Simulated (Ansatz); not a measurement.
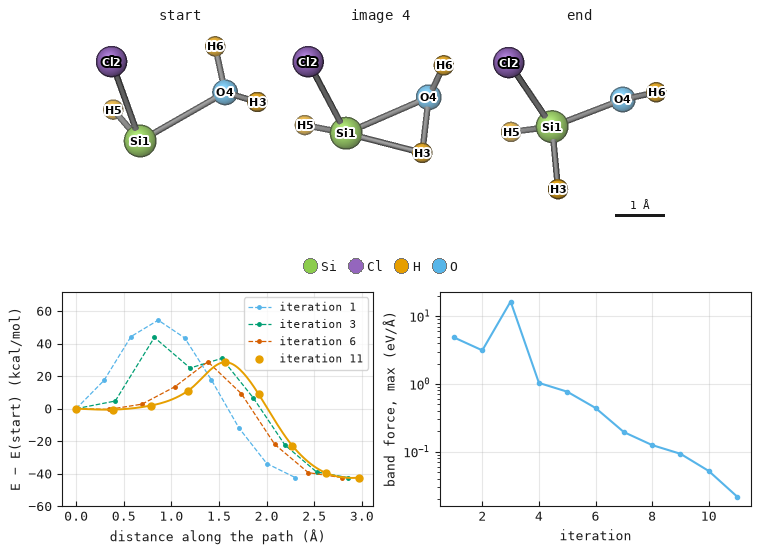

NEB run on SiH$_{3}$OCl. Images are numbered from 0 (start) to 8 (end). The plot follows the band through its iterations. The picture is a ball-and-stick view, seen from a free direction.

The calculation used RKS B3LYP-D4/cc-pVDZ in Ansatz 0.2.0.

Input
```yaml
crystal:
  periodic: [false, false, false]
  atoms:
    - {symbol: Si, position_ang: [-0.695792, 0.769798, 0.713718]}
    - {symbol: Cl, position_ang: [0.606374, 1.820540, -0.640463]}
    - {symbol: H, position_ang: [1.017367, -1.108148, 0.767031]}
    - {symbol: O, position_ang: [0.233392, -0.995848, 0.216227]}
    - {symbol: H, position_ang: [-1.706810, 0.401217, -0.362227]}
    - {symbol: H, position_ang: [0.545469, -0.887560, -0.694187]}
basis:
  gaussian: {orbitals: cc-pVDZ}
hamiltonian: {xc: {name: B3LYP}, dispersion: d4}
neb:
  images: 7
  climbing: true
  max_iterations: 60
  initial_path: idpp
  spring: 10.0
  final_atoms:
    - {symbol: Si, position_ang: [-0.258886, 0.170953, 0.239063]}
    - {symbol: Cl, position_ang: [0.557048, 1.935763, -0.426849]}
    - {symbol: H, position_ang: [0.270716, -0.030927, 1.607152]}
    - {symbol: O, position_ang: [0.117774, -1.069412, -0.753543]}
    - {symbol: H, position_ang: [-1.727882, 0.289701, 0.208781]}
    - {symbol: H, position_ang: [1.041229, -1.296078, -0.874504]}
```

Command:
```bash
ansatz run in.yaml --threads 2 --pin off --events-out ev --progress --plain --max-ram 4352MiB
```

> Judge this run.

The run is converged, with reservations. The band converged in 11 iterations. The largest component of the band force went from 4.8 to 0.022 eV/Å. The climbing image converged on the top of the path. Its curvatures weren't checked. The largest force component is 0.63 eV/Å at the start and 1.05 eV/Å at the end; an end with forces this large is no minimum, and the barrier measured from it can be far off. The first iteration put the highest image at 54.4 kcal/mol. The highest point, image 4, lies 28.6 kcal/mol above the start and 70.9 kcal/mol above the end; the end is at −42.4 kcal/mol relative to the start.
